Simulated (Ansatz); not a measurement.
**NiTe2 monolayer (2H): phonons and vibrational spectra**

Wanted: phonon frequencies of NiTe2 monolayer (2H) and what follows from them.

Calculated with Ansatz 0.2.0; DFT PBEsol, scalar-relativistic, plane waves, PAW.

## 1. Starting point

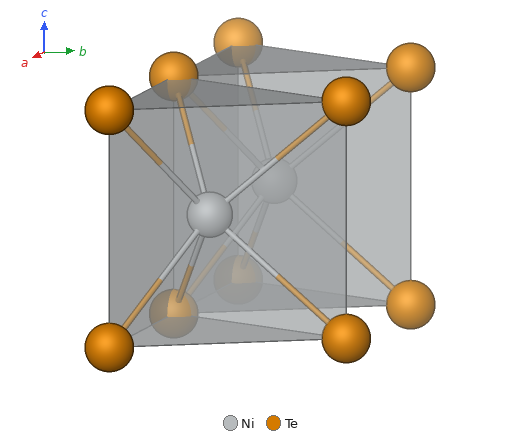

The starting structure, seen slightly off an axis (nickel light grey, tellurium orange). 2×1×1 cells are drawn. Some periodic images of atoms are drawn too.

The cell holds 3 atoms: 1 Ni and 2 Te. Its edges and angles: a = 3.680 Å, b = 3.680 Å, c = 20.000 Å, α = 90.0°, β = 90.0°, γ = 120.0°. Vacuum lies along c.

## 2. Coarse relaxation

A rough relaxation comes first, because large forces or stress need no tight tolerances yet.

The program solves this slab on a cell height of its own, 31.0 Å, in place of the one typed.

Input file input.yaml:

```yaml
crystal:
  lattice:
    - [3.68, 0.0, 0.0]
    - [-1.84, 3.18697, 0.0]
    - [0.0, 0.0, 20.0]
  atoms:
    - { symbol: Ni, position: [0.333333, 0.666667, 0.5] }
    - { symbol: Te, position: [0.666667, 0.333333, 0.59] }
    - { symbol: Te, position: [0.666667, 0.333333, 0.41] }
  periodic: [true, true, false]
kpoints:
  mp_grid: { grid: [6, 6, 1] }
hamiltonian:
  xc: pbesol
scf:
  occupations: { method: gaussian, width: 0.1 }
output:
  forces: true
  stress: true
  eigenvalues: true
relax:
  adjacent_minimum: "off"
  f_tol: 0.05
  max_steps: 80
  cell: { stress_2d_tol: 0.02 }
```

Command:

```console
$ ansatz run input.yaml --threads 8 --pin off --max-ram 14336MiB --backend cpu --events-out ev --progress --plain --runs-dir out
```

Numbers of over 12 decimals in the logs are rounded to 6 here.

Output:

```text
[...]
F+E_penalty+E_count = -19608.10994931 eV   max|allowed force component| = 1.961e-3 eV/Å   (the final SCF, on the basis selected at the relaxed cell)
  cell:  # Å, volume = 351.1732 Å³
    - [3.616717, 0, 0]
    - [-1.808358, 3.132169, 0]
    - [0, 0, 31.0]
  atoms:
    - { symbol: Ni, position: [0.333333, 0.666667, 0.322581] }
    - { symbol: Te, position: [0.666667, 0.333333, 0.370235] }
    - { symbol: Te, position: [0.666667, 0.333333, 0.274926] }
[key lines of the parts left out:]
SCF converged after 10 iterations
Free energy (F): -19608.109949 eV
Fermi energy:    -4.077704 eV
P = ½ c Tr σ = -0.0072 N/m
```

Run time: 12 s. Hardware: 8 threads of Arm Neoverse V1, shared host; peak memory 0.79 GiB.

This run has no spin polarisation, although Ni can carry a moment.

Relaxation path:

| step | energy less that of the first step (eV) | largest force component (eV/Å) | volume (Å³) |
| --- | --- | --- | --- |
| 1 | 0.0000 | 1.8669 | 363.57 |
| 2 | -0.7169 | 1.2259 | 355.96 |
| 3 | -0.8554 | 0.8565 | 354.66 |
| 4 | -0.9021 | 0.2413 | 351.44 |
| 5 | -0.9071 | 0.0376 | 351.36 |
| 6 | -0.9072 | 0.0019 | 351.17 |
| 7* | -0.9067 | 0.0020 | 351.17 |

Relaxation steps marked * repeat the geometry before them on a plane-wave basis chosen anew for their cell, so energy and pressure can jump there.

The run keeps the 12 symmetry operations that it works with, so distortions that break them were not tested.

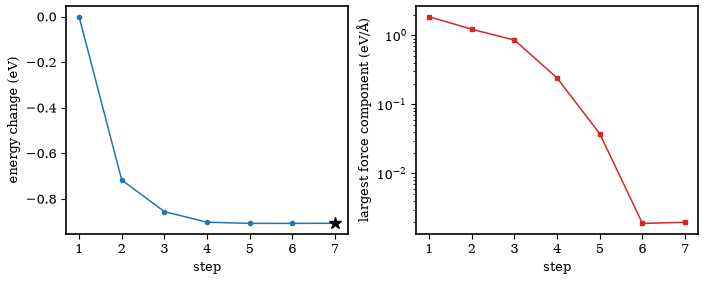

Energy and largest force along the relaxation. Stars mark steps on a basis chosen anew.

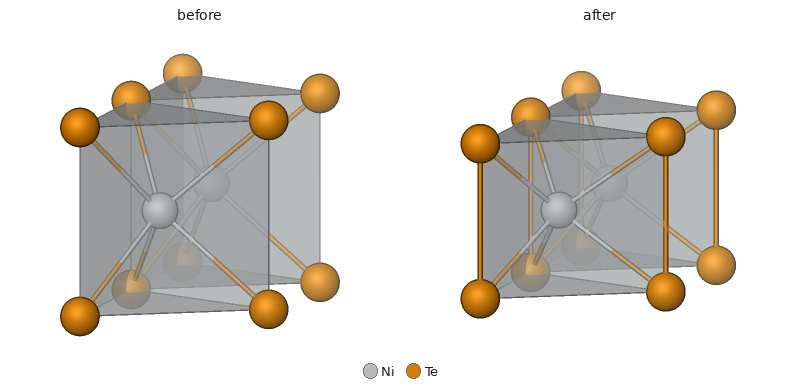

Before and after, at one scale.

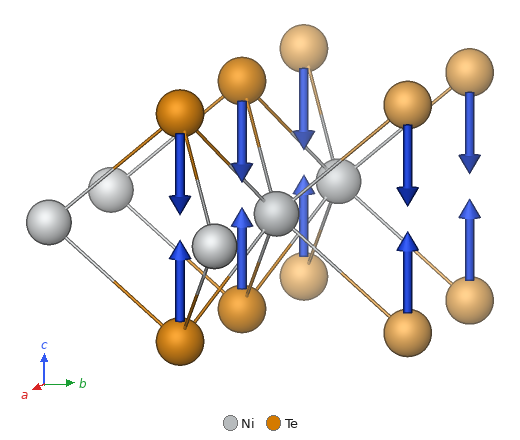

Displacements in the relaxation, exaggerated, measured against the changing cell; the longest in the cell stands for 0.32 Å. 2×1×1 cells are drawn. Some periodic images of atoms are drawn too.

| cell as run | before | after | change |
| --- | --- | --- | --- |
| a (Å) | 3.680 | 3.617 | -1.7 % |
| b (Å) | 3.680 | 3.617 | -1.7 % |

The atoms that moved most (Å, along periodic axes as changes of fractional coordinates times the final cell, across vacuum about the mean position):

| atom | dx | dy | dz | length |
| --- | --- | --- | --- | --- |
| Te3 | 0.000 | 0.000 | 0.323 | 0.323 |
| Te2 | 0.000 | 0.000 | -0.323 | 0.323 |

Final coordinates:

```
Ni Te
1.0
     3.61672    0.00000    0.00000
    -1.80836    3.13217    0.00000
     0.00000    0.00000   31.00000
Ni Te
1 2
Direct
  0.33333 0.66667 0.32258
  0.66667 0.33333 0.37024
  0.66667 0.33333 0.27493
```

Numbers from this step:

| Quantity | Value |
| --- | --- |
| gap on the k-mesh | 0 eV |
| area per atom | 3.776 Å² |

The relaxation ends with a largest force component of 0.0020 eV/Å.

## 3. Relaxation

The cell and atoms are relaxed, since residual forces and stress would shift the frequencies.

Input file input.yaml:

```yaml
crystal:
  lattice:
    - [3.6167169734, 0.0, 0.0]
    - [-1.8083584867, 3.1321687772, 0.0]
    - [0.0, 0.0, 31.0]
  atoms:
    - { symbol: Ni, position: [0.3333333333, 0.6666666667, 0.3225806452] }
    - { symbol: Te, position: [0.6666666667, 0.3333333333, 0.3702350913] }
    - { symbol: Te, position: [0.6666666667, 0.3333333333, 0.274926199] }
  periodic: [true, true, false]
kpoints:
  mp_grid: { grid: [15, 15, 1] }
hamiltonian:
  xc: pbesol
scf:
  occupations: { method: gaussian, width: 0.1 }
output:
  forces: true
  stress: true
  eigenvalues: true
  write_density: true
  write_potential: true
  elf: true
  volumetric_format: npy
relax:
  adjacent_minimum: "off"
  f_tol: 0.005
  max_steps: 80
  cell: { stress_2d_tol: 0.02 }
```

Output:

```text
[...]
Crystal: 3 atoms, lattice volume = 351.173 Å³
Basis set: ecut = 420 eV, 6763 PW (Γ), exchange–correlation on 50×50×432 points (8 copies of the dense FFT grid, shifted against one another)
Bands: 30, of which v1, the nominal top of the filled ones, is band 25 counted from 1 (24 counted from 0)
Symmetry: 12 space group operations
[...]
k-points: 27 of 225 (time reversal used)
[...]
SCF iter   1: F=—  HF=-19608.150623 eV  |F-HF|=—  |Δ(HF+E_count)|=         —  Δρ=4.06e-3  dr2=3.25e-2  ethr=1.77e-3  ⟨swp⟩=15.1  Hψ=5549  notcnv=0
[...]
SCF iter  10: F=-19608.142203 eV  HF=-19608.142203 eV  |F-HF|=9.60e-10  |Δ(HF+E_count)|=   7.18e-8  Δρ=5.08e-8  dr2=1.54e-11  ethr=1.00e-12  ⟨swp⟩=9.8  Hψ=5539  notcnv=0
SCF 1 converged in 10 iterations: F = -19608.142203 eV  dr2 = 1.54e-11
[...]
relax step   1: F+E_penalty+E_count = -19608.14220252 eV  Δ(F+E_penalty+E_count) = +0.000e0 eV  max|allowed force component| = 3.315e-2 eV/Å  Δτ_max = 0.0000 Å  P = -0.146 N/m  Ω = 351.173 Å³  fix = [c, alpha, beta]  reactions: c -0.000 N/m  (10 SCF iters, dr2 threshold 1.00e-7 eV, accepted)
Crystal: 3 atoms, lattice volume = 350.743 Å³
Basis set: ecut = 420 eV, 6727 PW (Γ), exchange–correlation on 50×50×432 points (8 copies of the dense FFT grid, shifted against one another)
[...]
SCF iter   7: F=-19608.142314 eV  HF=-19608.142314 eV  |F-HF|=1.92e-8  |Δ(HF+E_count)|=   1.08e-8  Δρ=1.57e-7  dr2=1.23e-10  ethr=2.32e-11  ⟨swp⟩=9.0  Hψ=5511  notcnv=0
SCF 2 converged in 7 iterations: F = -19608.142314 eV  dr2 = 1.23e-10
relax step   2: F+E_penalty+E_count = -19608.14231360 eV  Δ(F+E_penalty+E_count) = -1.111e-4 eV  max|allowed force component| = 2.371e-2 eV/Å  Δτ_max = 0.0040 Å  P = +0.022 N/m  Ω = 350.743 Å³  energy of the carried Pulay correction = +1.890e-5 eV  fix = [c, alpha, beta]  reactions: c +0.000 N/m  (7 SCF iters, dr2 threshold 6.87e-8 eV, accepted)
Crystal: 3 atoms, lattice volume = 350.604 Å³
[...]
SCF iter   7: F=-19608.142375 eV  HF=-19608.142375 eV  |F-HF|=1.22e-8  |Δ(HF+E_count)|=   2.90e-8  Δρ=1.46e-7  dr2=6.59e-11  ethr=1.21e-12  ⟨swp⟩=8.7  Hψ=5450  notcnv=0
SCF 3 converged in 7 iterations: F = -19608.142375 eV  dr2 = 6.59e-11
relax step   3: F+E_penalty+E_count = -19608.14237531 eV  Δ(F+E_penalty+E_count) = -6.170e-5 eV  max|allowed force component| = 1.561e-3 eV/Å  Δτ_max = 0.0022 Å  P = -0.016 N/m  Ω = 350.604 Å³  energy of the carried Pulay correction = +2.499e-5 eV  fix = [c, alpha, beta]  reactions: c -0.000 N/m  (7 SCF iters, dr2 threshold 3.51e-8 eV, accepted)
[...]
SCF iter  10: F=-19608.142348 eV  HF=-19608.142348 eV  |F-HF|=7.28e-11  |Δ(HF+E_count)|=  7.28e-12  Δρ=8.72e-9  dr2=2.05e-13  ethr=1.00e-12  ⟨swp⟩=7.6  Hψ=4081  notcnv=0
SCF 4 converged in 10 iterations: F = -19608.142348 eV  dr2 = 2.05e-13
relax step   4: F+E_penalty+E_count = -19608.14234758 eV  Δ(F+E_penalty+E_count) = +2.773e-5 eV  max|allowed force component| = 1.566e-3 eV/Å  Δτ_max = 0.0000 Å  P = -0.016 N/m  Ω = 350.604 Å³  fix = [c, alpha, beta]  reactions: c -0.000 N/m  stress off target by 1.55e-2 N/m on what of the cell is left free  SCF on the basis re-selected at this cell (its energy is not comparable with the rows above)  (10 SCF iters)
[...]
SCF converged after 10 iterations
Free energy (F): -19608.142348 eV
[...]
Internal energy: -19608.132393 eV  (E = F + TS)
E sigma→0 (E₀):  -19608.137370 eV
Entropy (-TS):   -0.009955 eV (-3.318 meV/atom)
Fermi energy:    -4.077708 eV
[...]
--- Forces (eV/Å), atoms counted from 1 ---
  atom   1  Ni    -0.00000000    -0.00000000     0.00000000
  atom   2  Te    -0.00000000     0.00000000     0.00156627
  atom   3  Te     0.00000000     0.00000000    -0.00156627
  max |Σ_I F_I| component: 7.08e-16 eV/Å
--- 2D stress c σ (N/m, compression-positive) ---
       -0.015518       0.000000      -0.000000
        0.000000      -0.015518       0.000000
       -0.000000       0.000000      -0.000000
  P = ½ c Tr σ = -0.0155 N/m
--- Band table (eV; the first three rows and the last of 27) ---
  k-point 0: bands = [... 21 lower, -6.0180, -5.4087, -2.8660, -2.8660, -2.2523, -2.2523, -0.6772 (-0.6784°), -0.2475, ... 1 higher]
  k-point 1: bands = [... 21 lower, -6.0317, -5.3305, -3.2822, -3.0167, -2.6189, -2.2885, -0.5979 (-0.5992°), -0.1749, ... 1 higher]
  k-point 2: bands = [... 21 lower, -6.0783, -5.1550, -4.0707, -3.3992, -3.3965, -2.3834, -0.4031 (-0.4043°), 0.0297, ... 1 higher]
  k-point 26: bands = [... 21 lower, -6.4667, -6.1932, -6.1335, -5.1424, -4.6223, -2.4126, -0.4483, -0.2961, ... 1 higher]
  ° read free of the cell's end (the report's vacuum.weakly_bound_levels)
--- Relaxed structure (3 steps of the walk, 3 accepted, 1 SCFs on fresh bases) ---
[...]
cell:  # Å, volume = 350.6039 Å³
    - [3.613784, 1.0854013710827146e-19, 0]
    - [-1.806892, 3.129629, 0]
    - [0, 0, 31.0]
  atoms:
    - { symbol: Ni, position: [0.333333, 0.666667, 0.322581] }
    - { symbol: Te, position: [0.666667, 0.333333, 0.370179] }
    - { symbol: Te, position: [0.666667, 0.333333, 0.274982] }
```

Elapsed: 27 s, on 8 threads; peak memory 0.99 GiB.

Little changed from the start: no atom moved by 0.005 Å and no cell edge by 0.1 %.

Numbers from this step:

```
area per atom : 3.77 Å²
```

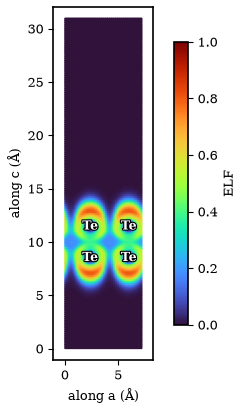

ELF in the ac plane at fractional y = 0.333, with atoms of Te within 0.2 Å of it. It is the smooth field of the valence electrons, not physical close to the nuclei.

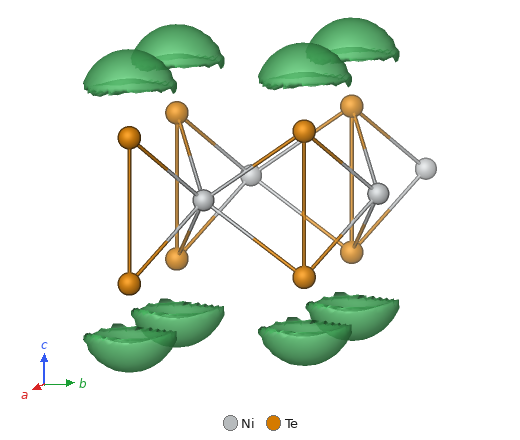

Surface of ELF = 0.72. 2×2×1 cells are drawn.

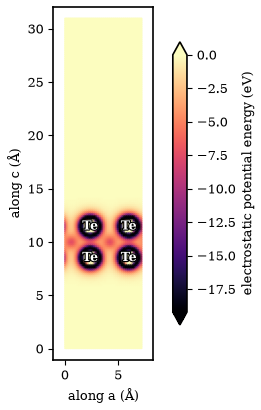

Electrostatic potential energy in the ac plane at fractional y = 0.333, with atoms of Te within 0.2 Å of it. With pseudopotentials it is smooth inside the atoms' cores, unlike the true potential.

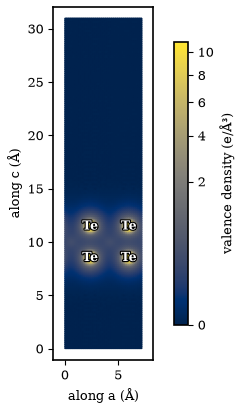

Valence density in the ac plane at fractional y = 0.333, with atoms of Te within 0.2 Å of it. It is the smooth field of the valence electrons, not physical close to the nuclei. The colour scale is stretched toward low values.

## 4. Relaxing to small forces for the phonons

Phonons need a cell at rest on their own settings, so the relaxation is repeated with tight tolerances on forces and stress on the k mesh and occupations of the first response run.

input.yaml, the sections that differ from step 3:

```yaml
crystal:
  lattice:
    - [3.6137840454, 0.0, 0.0]
    - [-1.8068920227, 3.1296287871, 0.0]
    - [0.0, 0.0, 31.0]
  atoms:
    - { symbol: Ni, position: [0.3333333333, 0.6666666667, 0.3225806452] }
    - { symbol: Te, position: [0.6666666667, 0.3333333333, 0.3701791811] }
    - { symbol: Te, position: [0.6666666667, 0.3333333333, 0.2749821093] }
  periodic: [true, true, false]
scf:
  occupations: { method: methfessel_paxton, width: 0.15 }
relax:
  adjacent_minimum: "off"
  f_tol: 0.001
  max_steps: 60
  cell: { stress_2d_tol: 0.002 }
# kpoints, hamiltonian, output: as in step 3
```

Output:

```text
[...]
Crystal: 3 atoms, lattice volume = 350.604 Å³
Basis set: ecut = 420 eV, 6727 PW (Γ), exchange–correlation on 50×50×432 points (8 copies of the dense FFT grid, shifted against one another)
Bands: 30, of which v1, the nominal top of the filled ones, is band 25 counted from 1 (24 counted from 0)
Symmetry: 12 space group operations
[...]
° read free of the cell's end (the report's vacuum.weakly_bound_levels)
--- Relaxed structure (5 steps of the walk, 4 accepted, 1 SCFs on fresh bases) ---
[...]
cell:  # Å, volume = 350.1805 Å³
    - [3.611601, 0.0, 0]
    - [-1.805801, 3.127739, 0]
    - [0, 0, 31.0]
  atoms:
    - { symbol: Ni, position: [0.333333, 0.666667, 0.3225806452] }
    - { symbol: Te, position: [0.666667, 0.333333, 0.370209] }
    - { symbol: Te, position: [0.666667, 0.333333, 0.274953] }
[key lines of the parts left out:]
SCF converged after 11 iterations
Free energy (F): -19608.137470 eV
Fermi energy:    -4.071798 eV
P = ½ c Tr σ = 0.0000 N/m
```

The job ended after 39 s (8 threads; peak memory 1 GiB; 4.9 min of CPU time).

Little changed from the start: no atom moved by 0.005 Å and no cell edge by 0.1 %.

This step gave:

```yaml
area_per_atom: 3.765 Å²
```

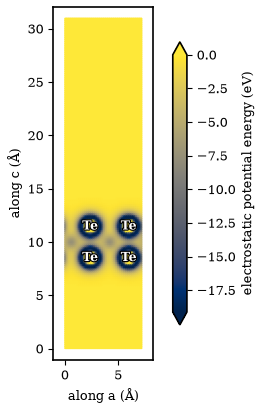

Electrostatic potential energy in the ac plane at fractional y = 0.333, with atoms of Te within 0.2 Å of it. With pseudopotentials it is smooth inside the atoms' cores, unlike the true potential.

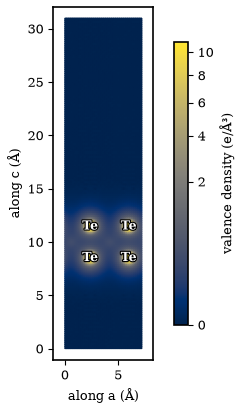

Valence density in the ac plane at fractional y = 0.333, with atoms of Te within 0.2 Å of it. It is the smooth field of the valence electrons, not physical close to the nuclei. The colour scale is stretched toward low values.

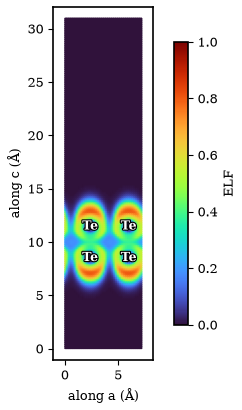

ELF in the ac plane at fractional y = 0.333, with atoms of Te within 0.2 Å of it. It is the smooth field of the valence electrons, not physical close to the nuclei.

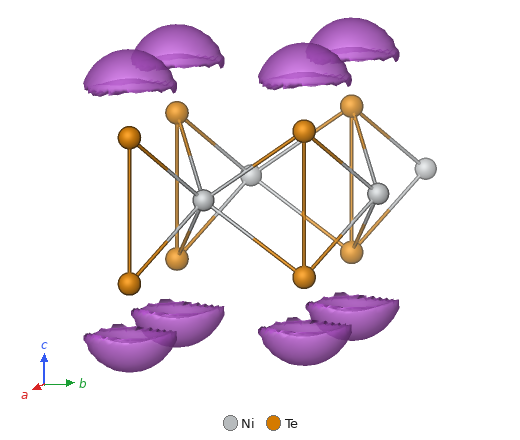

Surface of ELF = 0.72. 2×2×1 cells are drawn.

The largest force component left is 0.0047 meV/Å, within the tolerances set.

## 5. Linear response at the zone centre

The zone centre comes first: it holds the modes that light can see, as far as symmetry allows. No field response is asked, since the mesh shows no gap.

input.yaml, the sections that differ from step 4:

```yaml
crystal:
  lattice:
    - [3.6116013507, 0.0, 0.0]
    - [-1.8058006753, 3.127738518, 0.0]
    - [0.0, 0.0, 31.0]
  atoms:
    - { symbol: Ni, position: [0.3333333333, 0.6666666667, 0.3225806452] }
    - { symbol: Te, position: [0.6666666667, 0.3333333333, 0.3702086904] }
    - { symbol: Te, position: [0.6666666667, 0.3333333333, 0.2749526] }
  periodic: [true, true, false]
output:
  eigenvalues: true
phonons:
  method: dfpt
# kpoints, hamiltonian, scf: as in step 4
# relax: removed
```

Output:

```text
Warning: crystal.symmetry: narrowed to the stabiliser of the run's FFT grids — unitary ops 12 → 6. A phonons.method: dfpt run fills in the rows of the dynamical matrix that it does not solve by its symmetry operations, which is exact only for operations that map its FFT grids onto themselves: filled in by any other, the frequencies could depend on the order in which like atoms are typed, or, by more than the grids' own error, on where the crystal sits among the grids' points. Excluded: 6 operations. The run can therefore solve more perturbations, solve them on more k-points, or both, and cost more. [rest of the remark cut]
[...]
Crystal: 3 atoms, lattice volume = 350.180 Å³
Basis set: ecut = 420 eV, 6727 PW (Γ), exchange–correlation on 50×50×432 points (8 copies of the dense FFT grid, shifted against one another)
Bands: 30, of which v1, the nominal top of the filled ones, is band 25 counted from 1 (24 counted from 0)
Symmetry: 12 space group operations
k-points: 64 of 225 (irreducible under 2 space group operations, time reversal used)
[...]
SCF iter   1: F=—  HF=-19608.145404 eV  |F-HF|=—  |Δ(HF+E_count)|=         —  Δρ=3.94e-3  dr2=3.04e-2  ethr=1.77e-3  ⟨swp⟩=14.7  Hψ=13184  notcnv=0
[...]
SCF iter  12: F=-19608.137470 eV  HF=-19608.137470 eV  |F-HF|=5.46e-11  |Δ(HF+E_count)|=   1.15e-9  S|Δr|=    0.00e0  Δρ=1.10e-8  dr2=7.60e-13  ethr=1.00e-12  ⟨swp⟩=7.6  Hψ=10924  notcnv=0
SCF 1 converged in 12 iterations: F = -19608.137470 eV  dr2 = 7.60e-13
[...]
DFPT response loops at Γ: preconditioner auto → none (partly filled bands, converged f_vac=0.772); β = 0.50; Broyden in place of MSR1
SCF converged after 12 iterations
[...]
Free energy (F): -19608.137470 eV
[...]
Internal energy: -19608.137517 eV  (E = F + TS)
E sigma→0 (E₀):  -19608.137482 eV
Entropy (-TS):   0.000048 eV (0.016 meV/atom)
Fermi energy:    -4.071799 eV
[...]
--- Band table (eV; the first three rows and the last of 64) ---
  k-point 0: bands = [... 21 lower, -6.0169, -5.4162, -2.8553, -2.8553, -2.2430, -2.2430, -0.6767 (-0.6779°), -0.2472, ... 1 higher]
  k-point 1: bands = [... 21 lower, -6.0306, -5.3377, -3.2725, -3.0064, -2.6105, -2.2794, -0.5975 (-0.5988°), -0.1746, ... 1 higher]
  k-point 2: bands = [... 21 lower, -6.0770, -5.1611, -4.0632, -3.3929, -3.3871, -2.3749, -0.4025 (-0.4037°), 0.0303, ... 1 higher]
  k-point 63: bands = [... 21 lower, -6.3222, -6.1125, -5.8374, -5.2122, -4.1119, -2.8969, -0.4998, 1.3370, ... 1 higher]
  ° read free of the cell's end (the report's vacuum.weakly_bound_levels)
--- Phonons (Γ-DFPT): 6 representative perturbations + reference, on 64 of 225 k-points (Σ response iterations 27) ---
  ASR residual: 2.868e-5 → 0.000e0 eV/Å²; symmetrization residual: 3.117e-5 eV/Å²
  The last average, over the group as it would stand without the narrowing to the FFT grids, took up to 4.430e-6 eV/Å² of the zone centre's force constants
  ASR residual per site (eV/Å²): 1.62e-5 1.65e-5 2.87e-5
  Γ frequencies (cm⁻¹): 0.00 0.00 0.00 93.14 93.14 160.32 187.16 204.96 204.96
  non-analytic LO–TO correction: not included (Born effective charges unavailable; polar crystals: no LO–TO splitting at Γ)
```

It took 91 s on 8 threads; peak memory 2.6 GiB.

This step gave:

```
sum-rule residual before enforcement                    : 2.87e-5 eV/Å²
point group                                             : -6m2
highest optical mode at the zone centre (no LO-TO term) : 205.0 cm⁻¹
lowest optical zone-centre mode                         : 93.14 cm⁻¹
```

Patterns of degenerate modes are one choice out of their space. Modes at Γ, with each element's share of the kinetic energy:

| mode | frequency (cm⁻¹) | symmetry | Ni % | Te % |
| --- | --- | --- | --- | --- |
| 1 | 0.0 | acoustic | 19 | 81 |
| 2 | 0.0 | acoustic | 19 | 81 |
| 3 | 0.0 | acoustic | 19 | 81 |
| 4 | 93.1 | E'' | 0 | 100 |
| 5 | 93.1 | E'' | 0 | 100 |
| 6 | 160.3 | A1' | 0 | 100 |
| 7 | 187.2 | A2'' | 81 | 19 |
| 8 | 205.0 | E' | 81 | 19 |
| 9 | 205.0 | E' | 81 | 19 |

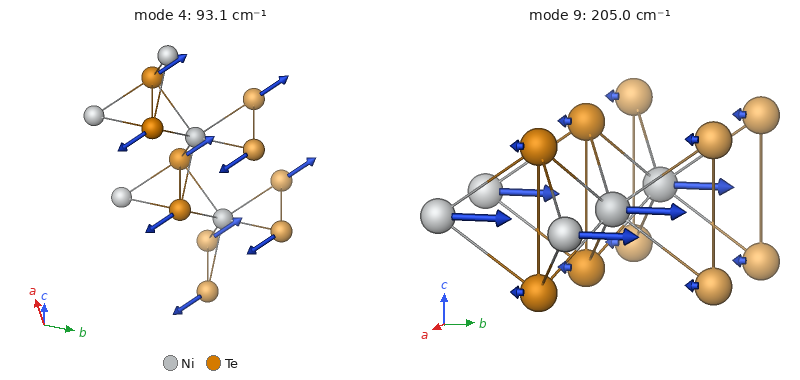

Displacement patterns of modes 4 and 9 at Γ; arrows are exaggerated. 2×1×1 cells are drawn. Some periodic images of atoms are drawn too.

Before it was imposed, the acoustic sum rule was missed by 2.9e-5 eV/Å². Small misses are needed for a sound result but don't prove that mesh and cutoff are converged. The lowest optical mode is real, 93.1 cm⁻¹.

(Continued in part 2 of 2.)

[Logs are printed without paths, hosts, clocks, repeated set-up lines and the standing remarks that a program may print on its own settings, such as how far it seeks lower states.]

[Hosts, paths, dates, database ids (printed as entryN), source tags and the programs' standing remarks are cut or masked in the printed files.]
